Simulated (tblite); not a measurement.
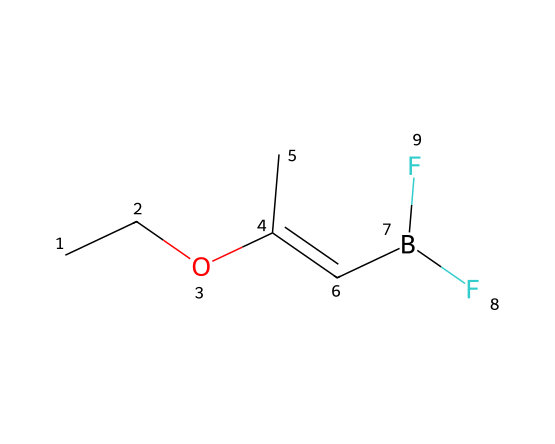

A structural formula, with wedges where it has stereocentres; small numbers name the atoms. The configuration is that of a computed structure (GFN2-xTB).

### Give the R/S and E/Z labels.

C4=C6: E.

### Write the isomeric SMILES.

CCO/C(C)=C/B(F)F
